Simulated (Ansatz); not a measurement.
# C₂H₆BN: shape, modes and thermochemistry

The task is to find a stationary geometry of C₂H₆BN, check the end point by its vibrations and derive ideal-gas thermochemistry.

The runs use Ansatz 0.2.0, Gaussian basis; RKS PBE0-D4/def2-TZVP.

Plan: relaxation at PBE-D4/def2-SVP; relaxation at PBE0-D4/def2-TZVP; harmonic vibrations at the same level.

1 further run of the same task is left out (set aside as unsound or not needed).

## (1) Starting geometry

10 atoms, charge 0, spin multiplicity 1.

Atoms are counted from 1 here; the program's logs count them from 0.

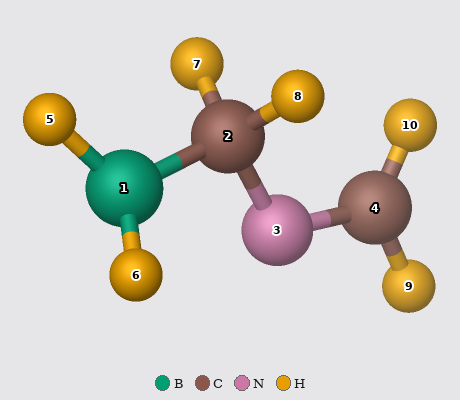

As it starts; boron teal, carbon brown, nitrogen pink, hydrogen amber; atoms are numbered from 1 in the order of the file.

As a file:

```csv
atom,x (Å),y (Å),z (Å)
B1,-1.5843,0.6939,-0.3398
C2,-0.0938,0.3660,-0.3865
N3,0.1309,-0.7135,0.5188
C4,1.4150,-1.1940,0.6926
H5,-2.0766,1.3493,-1.2721
H6,-2.1500,0.9173,0.6972
H7,0.2124,0.0668,-1.4144
H8,0.5392,1.2802,-0.0984
H9,1.4952,-2.0023,1.4379
H10,2.1950,-0.8148,0.1677
```

The start is a force-field geometry with small random shifts, so a cheaper pass at PBE-D4/def2-SVP comes first.

## (2) Optimising with PBE-D4/def2-SVP (cheap first pass)

File in.yaml:

```yaml
crystal:
  periodic: [false, false, false]
  atoms:
    - {symbol: B, position_ang: [-1.584300, 0.693900, -0.339800]}
    - {symbol: C, position_ang: [-0.093800, 0.366000, -0.386500]}
    - {symbol: N, position_ang: [0.130900, -0.713500, 0.518800]}
    - {symbol: C, position_ang: [1.415000, -1.194000, 0.692600]}
    - {symbol: H, position_ang: [-2.076600, 1.349300, -1.272100]}
    - {symbol: H, position_ang: [-2.150000, 0.917300, 0.697200]}
    - {symbol: H, position_ang: [0.212400, 0.066800, -1.414400]}
    - {symbol: H, position_ang: [0.539200, 1.280200, -0.098400]}
    - {symbol: H, position_ang: [1.495200, -2.002300, 1.437900]}
    - {symbol: H, position_ang: [2.195000, -0.814800, 0.167700]}
basis:
  gaussian: {orbitals: def2-SVP}
hamiltonian: {xc: pbe, dispersion: d4}
relax: {f_tol: 0.03, max_steps: 200}
```

The run is started by

```console
$ ansatz run in.yaml --threads 2 --pin off --events-out ev --progress --plain --max-ram 4352MiB
```

Output (excerpt; [...] marks lines left out):

```text
Functional definition: PBE
  name "PBE"
  cite "Perdew, Burke & Ernzerhof, Phys. Rev. Lett. 77, 3865 (1996) doi:10.1103/PhysRevLett.77.3865"
  parent pbe
[...]
990 factors; their error is unknown
[...]
mean field -4326.02377834 eV, -158.9784415697 hartree, gradient 1.2e-5 eV, S^2 0.000000; 0 other end points of the search recorded, 0 dependent functions left out
[...]
reference -4326.02381151 eV, -158.9784427889 hartree; 15, 15 occupied and 71, 71 virtual orbitals, 990 factors
relax step   1: F+E_penalty+E_count = -4326.17115934 eV  Δ(F+E_penalty+E_count) = +0.000e0 eV  max|allowed force component| = 8.196e0 eV/Å  Δτ_max = 0.0000 Å  (28 SCF iters, accepted)
[...]
relax step   6: F+E_penalty+E_count = -4327.13874531 eV  Δ(F+E_penalty+E_count) = +8.797e-4 eV  max|allowed force component| = 2.785e-1 eV/Å  Δτ_max = 0.0875 Å  (30 SCF iters, rejected (line search))
[...]
relax step  11: F+E_penalty+E_count = -4327.15828027 eV  Δ(F+E_penalty+E_count) = -1.931e-3 eV  max|allowed force component| = 4.322e-2 eV/Å  Δτ_max = 0.0282 Å  (30 SCF iters, accepted)
[...]
relax step  16: F+E_penalty+E_count = -4327.21529039 eV  Δ(F+E_penalty+E_count) = +3.756e-2 eV  max|allowed force component| = 1.477e0 eV/Å  Δτ_max = 0.1969 Å  (29 SCF iters, rejected (line search))
[...]
relax step  20: F+E_penalty+E_count = -4327.31520016 eV  Δ(F+E_penalty+E_count) = -6.318e-3 eV  max|allowed force component| = 9.241e-2 eV/Å  Δτ_max = 0.0585 Å  (29 SCF iters, accepted)
[...]
relax step  21: F+E_penalty+E_count = -4327.31655824 eV  Δ(F+E_penalty+E_count) = -1.358e-3 eV  max|allowed force component| = 2.820e-2 eV/Å  Δτ_max = 0.0335 Å  (31 SCF iters, accepted)
990 factors; their error is unknown
mean field -4327.16848399 eV, -159.0205087264 hartree, gradient 2.5e-5 eV, S^2 0.000000; 1 other end points of the search recorded, 0 dependent functions left out
[...]
reference -4327.16851713 eV, -159.0205099444 hartree; 15, 15 occupied and 71, 71 virtual orbitals, 990 factors
Total energy: -4327.31659138 eV, -159.0259515728 hartree
Atom 0 at    -1.512616     0.714816    -0.370526 Å, force     0.027821     0.004794     0.012094 eV/Å
Atom 1 at     0.030613     0.531122    -0.229756 Å, force    -0.025317    -0.022944    -0.004107 eV/Å
Atom 2 at     0.492263    -0.253490     0.885799 Å, force     0.009598    -0.027142     0.001539 eV/Å
Atom 3 at     1.259308    -1.245378     0.657216 Å, force     0.007604    -0.012656     0.007619 eV/Å
Atom 4 at    -1.934192     1.249645    -1.379895 Å, force    -0.006357    -0.003865    -0.002229 eV/Å
Atom 5 at    -2.274465     0.420039     0.529002 Å, force     0.004273    -0.001078    -0.007344 eV/Å
Atom 6 at     0.544719     0.322303    -1.205135 Å, force    -0.001481     0.011059     0.007199 eV/Å
Atom 7 at     0.254295     1.617962    -0.020233 Å, force     0.002313     0.028198    -0.010350 eV/Å
Atom 8 at     1.602577    -1.877114     1.501176 Å, force    -0.011403     0.017568    -0.008961 eV/Å
Atom 9 at     1.620497    -1.531005    -0.364649 Å, force    -0.007052     0.006067     0.004539 eV/Å
Dipole moment:     0.196097    -0.028736    -0.236484 e Å
```

It took 29 s on 2 threads of Arm Neoverse V1, shared host.

Along the way: (the energy doesn't fall at every step)

```csv
step,energy from step 1 (eV),largest force component (eV/Å)
1,0.0000,8.1955
2,-0.8013,3.1890
3,-0.9038,0.4080
4,-0.9514,0.2859
5,-0.9685,0.4839
6,-0.9676,0.2785
7,-0.9808,0.1134
8,-0.9834,0.0504
9,-0.9852,0.0348
10,-0.9847,0.1553
11,-0.9871,0.0432
12,-0.9947,0.1887
13,-1.0047,0.5815
14,-1.0626,0.4393
15,-1.0817,1.1879
16,-1.0441,1.4769
17,-1.1229,0.5263
18,-1.1377,0.2683
19,-1.1258,0.3324
20,-1.1440,0.0924
21,-1.1454,0.0282
```

Close pairs (by a distance rule), those that changed most:

```csv
bond,before (Å),after (Å),change (Å)
N3–C4,1.382,1.275,-0.107
C4–H10,1.014,1.121,+0.107
B1–C2,1.527,1.560,+0.034
B1–H5,1.241,1.218,-0.024
C2–H8,1.149,1.129,-0.019
C2–N3,1.427,1.440,+0.013
B1–H6,1.202,1.215,+0.013
C2–H7,1.113,1.122,+0.009
```

## (3) Geometry optimisation, PBE0-D4/def2-TZVP

File in.yaml:

```yaml
crystal:
  periodic: [false, false, false]
  atoms:
    - {symbol: B, position_ang: [-1.512616, 0.714816, -0.370526]}
    - {symbol: C, position_ang: [0.030613, 0.531122, -0.229756]}
    - {symbol: N, position_ang: [0.492263, -0.253490, 0.885799]}
    - {symbol: C, position_ang: [1.259308, -1.245378, 0.657216]}
    - {symbol: H, position_ang: [-1.934192, 1.249645, -1.379895]}
    - {symbol: H, position_ang: [-2.274465, 0.420039, 0.529002]}
    - {symbol: H, position_ang: [0.544719, 0.322303, -1.205135]}
    - {symbol: H, position_ang: [0.254295, 1.617962, -0.020233]}
    - {symbol: H, position_ang: [1.602577, -1.877114, 1.501176]}
    - {symbol: H, position_ang: [1.620497, -1.531005, -0.364649]}
basis:
  gaussian: {orbitals: def2-TZVP}
hamiltonian: {xc: pbe0, dispersion: d4}
relax: {f_tol: 0.005, max_steps: 150}
```

Same command.

Output (excerpt; [...] marks lines left out):

```text
Functional definition: PBE0
  name "PBE0"
  cite "Adamo & Barone, J. Chem. Phys. 110, 6158 (1999) doi:10.1063/1.478522"
  cite "Perdew, Burke & Ernzerhof, Phys. Rev. Lett. 77, 3865 (1996) doi:10.1103/PhysRevLett.77.3865"
  parent pbe
[...]
948 factors; their error is unknown
[...]
mean field -4332.50406665 eV, -159.2165877728 hartree, gradient 1.8e-5 eV, S^2 0.000000; 0 other end points of the search recorded, 0 dependent functions left out
[...]
reference -4332.50409947 eV, -159.2165889788 hartree; 15, 15 occupied and 145, 145 virtual orbitals, 948 factors
relax step   1: F+E_penalty+E_count = -4332.62733302 eV  Δ(F+E_penalty+E_count) = +0.000e0 eV  max|allowed force component| = 8.303e-1 eV/Å  Δτ_max = 0.0000 Å  (28 SCF iters, accepted)
[...]
Atom 0 at    -1.493611     0.697037    -0.363482 Å, force     0.003302    -0.001598     0.000320 eV/Å
Atom 1 at     0.047632     0.570852    -0.216390 Å, force    -0.004162     0.001782    -0.001312 eV/Å
Atom 2 at     0.513667    -0.213456     0.894224 Å, force     0.001531    -0.001419     0.000336 eV/Å
Atom 3 at     1.225195    -1.222039     0.653596 Å, force     0.000822    -0.000120     0.001024 eV/Å
Atom 4 at    -1.920991     1.252112    -1.334176 Å, force     0.000336     0.000546    -0.000855 eV/Å
Atom 5 at    -2.242939     0.297156     0.475511 Å, force    -0.001313    -0.000285     0.001411 eV/Å
Atom 6 at     0.521381     0.303779    -1.178384 Å, force     0.000753     0.000208     0.000098 eV/Å
Atom 7 at     0.336535     1.626013    -0.045903 Å, force     0.000021     0.001193     0.000118 eV/Å
Atom 8 at     1.571358    -1.841839     1.479686 Å, force    -0.001292     0.000851     0.000287 eV/Å
Atom 9 at     1.524772    -1.520715    -0.361683 Å, force     0.000002    -0.001158    -0.001426 eV/Å
Dipole moment:     0.183762    -0.074125    -0.270285 e Å
```

It took 43 s on 2 threads of Arm Neoverse V1, shared host; peak memory 0.29 GiB.

Relaxation path:

```csv
step,energy from step 1 (eV),largest force component (eV/Å)
1,0.0000,0.8303
2,-0.0475,0.2050
3,-0.0509,0.1393
4,-0.0523,0.0514
5,-0.0527,0.1041
6,-0.0535,0.0481
7,-0.0536,0.0588
8,-0.0541,0.0333
9,-0.0542,0.0261
10,-0.0542,0.0201
11,-0.0543,0.0110
12,-0.0543,0.0071
13,-0.0543,0.0077
14,-0.0543,0.0042
```

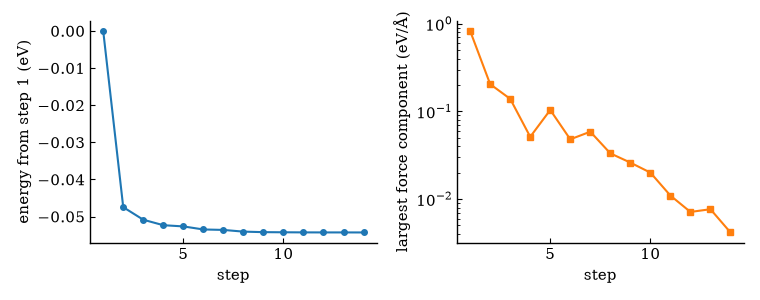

Energy and force, step by step.

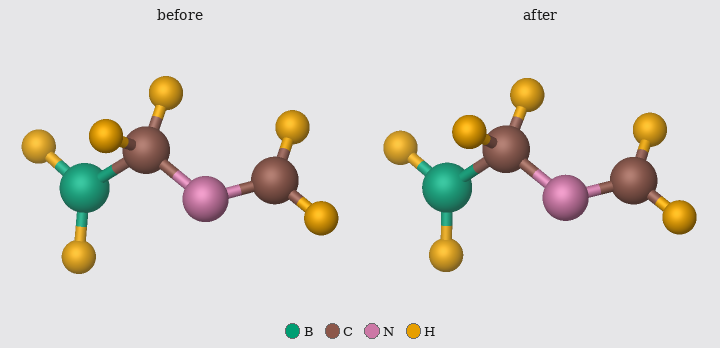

Before and after, at one scale.

Close pairs (by a distance rule), those that changed most:

```csv
bond,before (Å),after (Å),change (Å)
C2–H8,1.129,1.107,-0.022
B1–H6,1.215,1.194,-0.021
C4–H10,1.121,1.100,-0.021
B1–H5,1.218,1.197,-0.021
C4–H9,1.109,1.089,-0.019
C2–H7,1.122,1.105,-0.017
N3–C4,1.275,1.258,-0.017
B1–C2,1.560,1.553,-0.007
```

Mulliken charges at the end point, from the run's report:

```csv
atom,value (e)
B1,-0.06
C2,-0.12
N3,-0.17
C4,-0.16
H5,0.02
H6,0.03
H7,0.10
H8,0.14
H9,0.13
H10,0.08
```

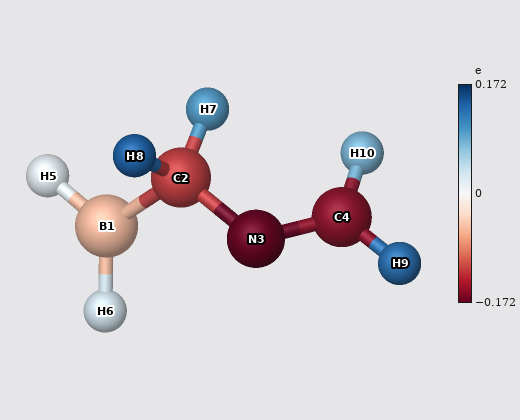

Mulliken charges at the end point, from the run's report, as colours on the atoms.

## (4) Vibrations by finite differences

File in.yaml:

```yaml
crystal:
  periodic: [false, false, false]
  atoms:
    - {symbol: B, position_ang: [-1.493611, 0.697037, -0.363482]}
    - {symbol: C, position_ang: [0.047632, 0.570852, -0.216390]}
    - {symbol: N, position_ang: [0.513667, -0.213456, 0.894224]}
    - {symbol: C, position_ang: [1.225195, -1.222039, 0.653596]}
    - {symbol: H, position_ang: [-1.920991, 1.252112, -1.334176]}
    - {symbol: H, position_ang: [-2.242939, 0.297156, 0.475511]}
    - {symbol: H, position_ang: [0.521381, 0.303779, -1.178384]}
    - {symbol: H, position_ang: [0.336535, 1.626013, -0.045903]}
    - {symbol: H, position_ang: [1.571358, -1.841839, 1.479686]}
    - {symbol: H, position_ang: [1.524772, -1.520715, -0.361683]}
basis:
  gaussian: {orbitals: def2-TZVP}
hamiltonian: {xc: pbe0, dispersion: d4}
phonons: {temperatures: {t_min: 298.15, t_max: 900, t_step: 200}}
```

Same command.

Output (excerpt; [...] marks lines left out):

```text
Functional definition: PBE0
  name "PBE0"
  cite "Adamo & Barone, J. Chem. Phys. 110, 6158 (1999) doi:10.1063/1.478522"
  cite "Perdew, Burke & Ernzerhof, Phys. Rev. Lett. 77, 3865 (1996) doi:10.1103/PhysRevLett.77.3865"
  parent pbe
[...]
948 factors; their error is unknown
[...]
mean field -4332.55723006 eV, -159.2185414918 hartree, gradient 2.0e-5 eV, S^2 0.000000; 0 other end points of the search recorded, 0 dependent functions left out
[...]
reference -4332.55726262 eV, -159.2185426885 hartree; 15, 15 occupied and 145, 145 virtual orbitals, 948 factors
[...]
948 factors; their error is unknown
mean field -4332.55709231 eV, -159.2185364298 hartree, gradient 3.0e-6 eV, S^2 0.000000; 0 other end points of the search recorded, 0 dependent functions left out
[...]
reference -4332.55712487 eV, -159.2185376262 hartree; 15, 15 occupied and 145, 145 virtual orbitals, 948 factors
[...]
Atom 3 at     1.225195    -1.222039     0.653596 Å, force     0.000835    -0.000103     0.000929 eV/Å
Atom 4 at    -1.920991     1.252112    -1.334176 Å, force     0.000335     0.000539    -0.000859 eV/Å
Atom 5 at    -2.242939     0.297156     0.475511 Å, force    -0.001302    -0.000263     0.001405 eV/Å
Atom 6 at     0.521381     0.303779    -1.178384 Å, force     0.000772     0.000401    -0.000032 eV/Å
Atom 7 at     0.336535     1.626013    -0.045903 Å, force     0.000019     0.001171     0.000095 eV/Å
Atom 8 at     1.571358    -1.841839     1.479686 Å, force    -0.001287     0.000843     0.000302 eV/Å
Atom 9 at     1.524772    -1.520715    -0.361683 Å, force    -0.000049    -0.001203    -0.001337 eV/Å
Dipole moment:     0.183762    -0.074127    -0.270283 e Å
Vibrations: 106.86 221.91 328.87 420.12 585.55 723.01 784.17 977.05 1052.47 1054.70 1061.65 1187.98 1217.65 1236.41 1305.26 1400.89 1491.12 1759.30 2588.76 2679.20 2942.68 2975.48 2999.95 3152.88 cm⁻¹, zero-point energy 2.123473 eV
```

Wall time 2.1 min (2 threads of Arm Neoverse V1, shared host); peak memory 0.29 GiB.

Motions are named by where the mode's potential energy lies. Wavenumbers, unscaled:

```csv
mode,cm⁻¹,motion
1,107,torsion
2,222,torsion
3,329,bend
4,420,bend with torsion
5,586,bend with torsion
6,723,torsion
7,784,bend with C–N stretch
8,977,bend with B–C stretch
9,1052,torsion
10,1055,C–N stretch with torsion
11,1062,torsion with out-of-plane bend
12,1188,bend
13,1218,bend
14,1236,bend
15,1305,bend
16,1401,bend
17,1491,bend
18,1759,C–N stretch
19,2589,B–H stretch
20,2679,B–H stretch
21,2943,C–H stretch
22,2975,C–H stretch
23,3000,C–H stretch
24,3153,C–H stretch
```

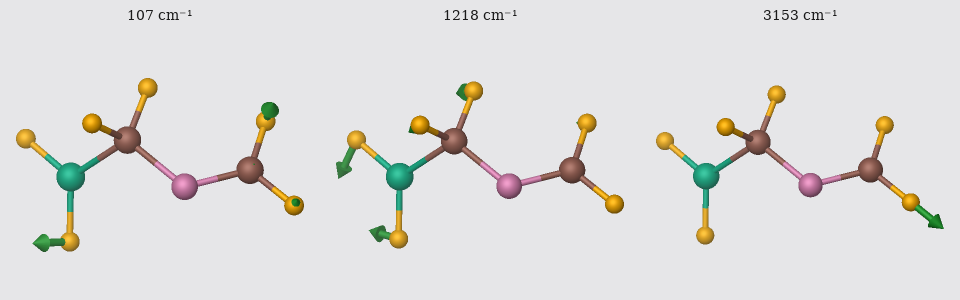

How the atoms move in 3 of the modes.

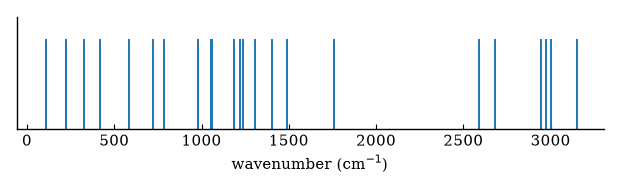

The harmonic wavenumbers as sticks (no intensities were computed).

From these modes and the moments of inertia (298.15 K, 1 bar, symmetry number 1):

```csv
term,value
zero-point energy,204.9 kJ/mol
H(298) − E,221.3 kJ/mol
"entropy, translation",158.8 J/(mol K)
"entropy, rotation",99.6 J/(mol K)
"entropy, vibration",37.3 J/(mol K)
"entropy, total",295.7 J/(mol K)
```

## (5) Outcome

```
                  quantity            value
               point group               C1
                     steps          21 + 14
shift from the start (rms)          0.525 Å
              total energy    -4332.6816 eV
           dispersion term         -124 meV
             dipole moment           1.61 D
lowest, highest wavenumber   107, 3153 cm⁻¹
         zero-point energy     204.9 kJ/mol
       entropy at 298.15 K  295.7 J/(mol K)
```

What this shows: The relaxed geometry lies 0.52 Å (rms) from the start; the bond that changed most is N3–C4, from 1.382 to 1.258 Å. All wavenumbers are real, so the end point is a minimum. The stiffest mode, 3153 cm⁻¹, is a C–H stretch. Harmonic hybrid wavenumbers usually lie a few per cent above measured fundamentals. The largest Mulliken charge, -0.17 e, sits on N3.
